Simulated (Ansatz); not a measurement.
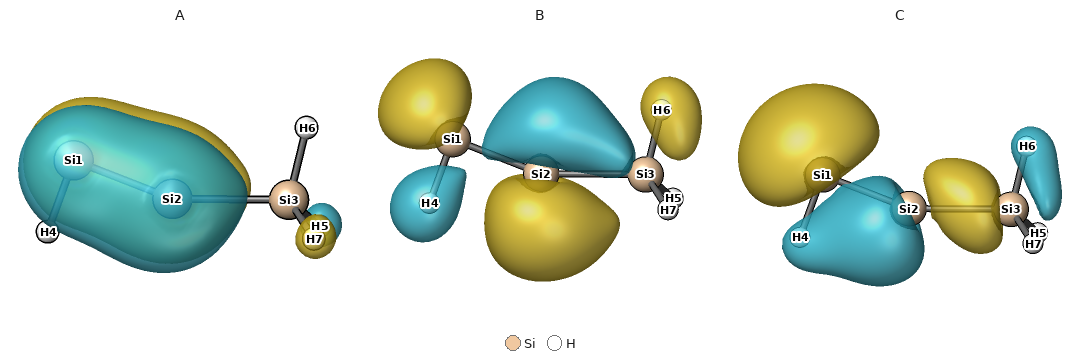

Figure. H₄Si₃. Three frontier orbitals at ±0.08 Å⁻³ᐟ² (yellow and cyan are the two phases), in no order.

These are results of RKS PBE0-D4/def2-SVP (Ansatz 0.2.0), not measurements.

The calculation's input:

```
crystal:
  periodic: [false, false, false]
  atoms:
    - { symbol: Si, position_ang: [-2.75092, -1.27278, -0.17246] }
    - { symbol: Si, position_ang: [-0.73648, -0.43814, -0.10536] }
    - { symbol: Si, position_ang: [1.17453, 0.75967, 0.21591] }
    - { symbol: H, position_ang: [-2.4491, -2.47979, -1.03922] }
    - { symbol: H, position_ang: [1.816, 1.42762, -0.94046] }
    - { symbol: H, position_ang: [0.6451, 1.84815, 1.07714] }
    - { symbol: H, position_ang: [2.30087, 0.15527, 0.96445] }
basis:
  gaussian: { orbitals: def2-SVP }
hamiltonian:
  xc: pbe0
  dispersion: d4
relax:
  f_tol: 0.02
  max_steps: 50
output:
  orbitals: {}
```

Launched as:

```sh
ansatz run input.yaml --threads 1 --pin off --max-ram 2048MiB --backend cpu --events-out ev --progress --plain --runs-dir out
```

The fields are those of the relaxed geometry.

Order the three orbitals by energy and name them.

Answer. C is the HOMO−1 (−7.05 eV). By Hirshfeld shares it lies mainly on Si1 (about 60 %), Si2 (about 25 %) and Si3 (about 10 %). A is the HOMO (−5.90 eV). By Hirshfeld shares it lies mainly on Si2 (about 55 %) and Si1 (about 40 %); π-bonding across Si2–Si1. B is the LUMO (−3.21 eV). By Hirshfeld shares it lies mainly on Si2 (about 60 %), Si1 (about 20 %) and Si3 (about 10 %).

What is the HOMO–LUMO gap?

Answer. 2.69 eV between the orbital energies.
